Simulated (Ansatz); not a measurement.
**SiN+ (triplet): inputs that go wrong at distance Si1–N2 = 1.417 Å**

4 inputs are run for SiN+ (triplet) as typed; the log has to tell whether the result can be used and what must change.

The runs use Ansatz 0.2.0, Gaussian basis; the settings change from run to run.

19 further runs of the same task are left out: 4 for a known fault of the program, 13 that didn't finish, 2 set aside as unsound or not needed. Runs told in other sessions of the task aren't counted.

## (1) The geometry

The geometry derives from a PBE0/def2-TZVP stationary point (not a proven minimum). One bond is set to the value named and the two fragments are kept rigid.

2 atoms, charge 1, spin multiplicity 3.

Atoms are counted from 1 here; the program's logs count them from 0.

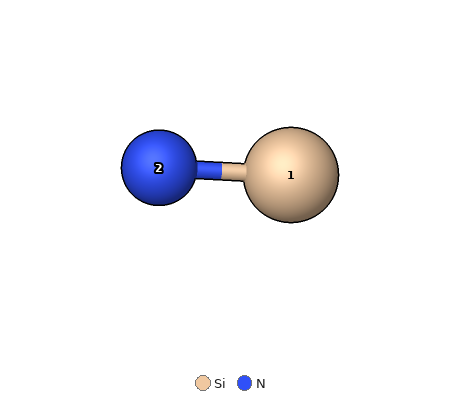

The geometry (silicon light orange, nitrogen blue); atoms are numbered from 1 in the order of the file.

## (2) Attempt 1

File in.yaml:

```yaml
crystal:
  periodic: [false, false, false]
  atoms:
    - {symbol: Si, position_ang: [0.000000, 0.000000, 0.000000]}
    - {symbol: N, position_ang: [0.000000, 0.000000, 1.417000]}
basis:
  gaussian: {orbitals: 6-31G}
total_charge: 1
magnetization: {spin_polarized: false, initial_magnetization: 2}
correlation: {method: mrci, electrons: outside_noble_gas}
scf: {lower_state_search: light}
output: {forces: true}
```

Command:

```bash
$ ansatz run in.yaml --threads 1 --pin off --events-out ev --progress --plain --max-ram 2393MiB
```

What it wrote:

```text
Error: YAML parse error: error: line 10 column 23: unknown variant `mrci`, expected one of mp2, rpa, ccsd, ccsd_t, bccd, bccd_t, ccsdt, ccsdt_q, ccsdt_q_b, ccsdtq, fci, sc_nevpt2, fic_nevpt4_sd, fic_mrcisd_q, fic_mrcisd_q_relaxed
  --> <input>:10:23
   |
 8 | total_charge: 1
 9 | magnetization: {spin_polarized: false, initial_magnetization: 2}
10 | correlation: {method: mrci, electrons: outside_noble_gas}
   |                       ^ unknown variant `mrci`, expected one of mp2, rpa, ccsd, ccsd_t, bccd, bccd_t, ccsdt, ccsdt_q, ccsdt_q_b, ccsdtq, fci, sc_nevpt2, fic_nevpt4_sd, fic_mrcisd_q, fic_mrcisd_q_relaxed
11 | scf: {lower_state_search: light}
12 | output: {forces: true}
   |
```

Wall time 0.03 s (1 thread of Arm Neoverse V1, shared host).

**Diagnosis.** The run was refused. The method's name isn't one that the program knows. Fix: name one from the list in the message.

## (3) Attempt 2

File in.yaml:

```yaml
crystal:
  periodic: [false, false, false]
  atoms:
    - {symbol: Si, position_ang: [0.000000, 0.000000, 0.000000]}
    - {symbol: N, position_ang: [0.000000, 0.000000, 1.417000]}
basis:
  gaussian: {orbitals: 6-31G}
total_charge: 1
magnetization: {spin_polarized: false, initial_magnetization: 2}
correlation: {method: fic_mrcisd_q, electrons: all, active_space: {window: {electrons: 4, orbitals: 4}, states: [{multiplicity: 3, irrep: T2g, weights: [1]}]}}
```

Same command.

What it wrote:

```text
Functional definition: HF
  name "HF"
  cite "Fock, Z. Phys. 61, 126 (1930) doi:10.1007/BF01340294"
  parent pbe
  exchange = exact_x
  correlation = 0
456 factors; integrals over basis functions are off by at most 5.2e-8 eV
mean field evaluation 1: about -9319.3910 eV, gradient 4.6e1 eV
mean field evaluation 2: about -9319.5029 eV, gradient 4.6e1 eV
mean field evaluation 4: about -9326.6289 eV, gradient 5.5e0 eV
mean field evaluation 8: about -9327.2839 eV, gradient 2.9e0 eV
mean field evaluation 16: about -9327.7516 eV, gradient 4.5e-2 eV
mean field evaluation 32: about -9327.5415 eV, gradient 2.4e0 eV
mean field evaluation 64: about -9327.7507 eV, gradient 5.2e-1 eV
mean field evaluation 96: about -9322.1728 eV, gradient 3.2e1 eV
mean field evaluation 128: about -9327.5859 eV, gradient 3.8e0 eV
mean field evaluation 160: about -9327.6998 eV, gradient 1.1e0 eV
mean field evaluation 192: about -9327.7517 eV, gradient 1.2e-4 eV
mean field -9327.75169637 eV, -342.7885522643 hartree, gradient 2.8e-6 eV, S^2 2.000000; 13 other end points of the search recorded, 0 dependent functions left out
reference -9327.75169637 eV, -342.7885522643 hartree; 11, 9 occupied and 11, 13 virtual orbitals, 456 factors
Error: the irrep T2g is not accepted for these orbitals, which take A1, B1, B2, A2, or 1 to 4
```

Wall time 0.48 s (1 thread of Arm Neoverse V1, shared host).

What is wrong: The run stopped with an error. The symmetry label isn't among those of the (sub)group in which the program labels its orbitals. Cure: name an irrep that the log lists.

## (4) Attempt 3

File in.yaml:

```yaml
crystal:
  periodic: [false, false, false]
  atoms:
    - {symbol: Si, position_ang: [0.000000, 0.000000, 0.000000]}
    - {symbol: N, position_ang: [0.000000, 0.000000, 1.417000]}
basis:
  gaussian: {orbitals: def2-SVP}
total_charge: 1
magnetization: {spin_polarized: false, initial_magnetization: 2}
correlation: {active_space: {ras: {orbitals: [9, 2, 21], electrons: 17, max_holes: 2, max_particles: 2}, fixed_orbitals: true}}
scf: {lower_state_search: full}
```

Same command.

What it wrote:

```text
Functional definition: HF
  name "HF"
  cite "Fock, Z. Phys. 61, 126 (1930) doi:10.1007/BF01340294"
  parent pbe
  exchange = exact_x
  correlation = 0
306 factors; integrals over basis functions are off by at most 8.6e-4 eV
mean field evaluation 1: about -9318.8455 eV, gradient 4.5e1 eV
mean field evaluation 2: about -9318.8473 eV, gradient 4.5e1 eV
mean field evaluation 4: about -9325.3621 eV, gradient 7.1e0 eV
mean field evaluation 8: about -9325.8485 eV, gradient 2.5e0 eV
mean field evaluation 16: about -9326.4098 eV, gradient 6.0e-3 eV
mean field evaluation 32: about -9326.1232 eV, gradient 2.6e0 eV
mean field evaluation 64: about -9324.3652 eV, gradient 1.6e1 eV
mean field evaluation 96: about -9324.3498 eV, gradient 6.5e0 eV
mean field evaluation 128: about -9325.5124 eV, gradient 1.2e0 eV
mean field evaluation 160: about -9288.9588 eV, gradient 9.4e1 eV
mean field evaluation 192: about -9325.6374 eV, gradient 1.8e0 eV
mean field evaluation 224: about -9325.8914 eV, gradient 2.3e0 eV
mean field -9326.40980902 eV, -342.7392388138 hartree, gradient 6.5e-6 eV, S^2 2.000000; 21 other end points of the search recorded, 0 dependent functions left out
reference -9326.40980902 eV, -342.7392388138 hartree; 11, 9 occupied and 21, 23 virtual orbitals, 306 factors
Error: 17 electrons in 32 orbitals form no window around the highest filled level of the reference
```

Run time: 0.78 s. Hardware: 1 thread of Arm Neoverse V1, shared host.

What is wrong: The run stopped with an error. The electron count of the restricted space is wrong. Cure: count the correlated electrons again.

## (5) Attempt 4

File in.yaml:

```yaml
crystal:
  periodic: [false, false, false]
  atoms:
    - {symbol: Si, position_ang: [0.000000, 0.000000, 0.000000]}
    - {symbol: N, position_ang: [0.000000, 0.000000, 1.417000]}
basis:
  gaussian: {orbitals: 6-31G}
total_charge: 1
magnetization: {spin_polarized: false, initial_magnetization: 2}
correlation: {method: mp2, frozen_orbitals: {Si: 20}}
```

The command is unchanged.

What it wrote:

```text
Functional definition: HF
  name "HF"
  cite "Fock, Z. Phys. 61, 126 (1930) doi:10.1007/BF01340294"
  parent pbe
  exchange = exact_x
  correlation = 0
Error: "frozen_orbitals" has no count for N
```

It took 0.03 s on 1 thread of Arm Neoverse V1, shared host.

Diagnosis: The run was refused. The frozen-orbital counts are incomplete or too large. To mend it, leave frozen_orbitals out, or give each element a count that its core has.

## (6) Summary

```
attempt                level                ended                                                                                            cause    time
      1         'mrci'/6-31G              refused                                               the method's name isn't one that the program knows  0.03 s
      2  MRCISD+Q(4,4)/6-31G  stopped by an error  the symmetry label isn't among those of the (sub)group in which the program labels its orbitals  0.48 s
      3        CISD/def2-SVP  stopped by an error                                              the electron count of the restricted space is wrong  0.78 s
      4    MP2 on ROHF/6-31G              refused                                            the frozen-orbital counts are incomplete or too large  0.03 s
```

2 refused, 2 stopped by an error.
